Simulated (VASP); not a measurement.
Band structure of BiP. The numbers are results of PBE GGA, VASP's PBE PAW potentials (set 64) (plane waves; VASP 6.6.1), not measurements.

The cell holds a wide vacuum, so values per volume refer to the whole cell. Unless said otherwise, spin-orbit coupling is left out, though it shifts the bands of the heavy elements here.

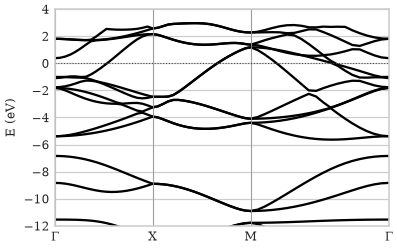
Bands along high-symmetry lines, zero at the valence-band maximum or, without a gap, the Fermi level

Task: Read the plot: is there a gap, and where are the band edges?

Result: It has no gap at this level: it comes out as a metal or semimetal.

The cell is a sheet with vacuum, built from a generated structure.
